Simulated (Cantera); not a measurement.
Charge: 1 mol toluene, 22 mol H₂, at 4.20 bar.

These are equilibrium values from Cantera (NASA tables, ideal gas, pure condensed phases), not measurements of a reactor. Candidate condensed phases: C, C₆H₆, C₇H₈, C₈H₁₈; 76 gas species. The numbers say what is thermodynamically allowed, not how fast it happens.

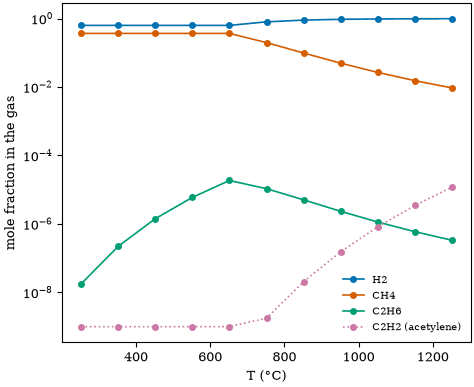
Equilibrium gas composition (values under 1e-9 drawn at 1e-9)

From 252 °C to 652 °C nothing is condensed. From 752 °C to 1252 °C the condensed part is C(graphite). The main C-bearing gas is CH₄ throughout.
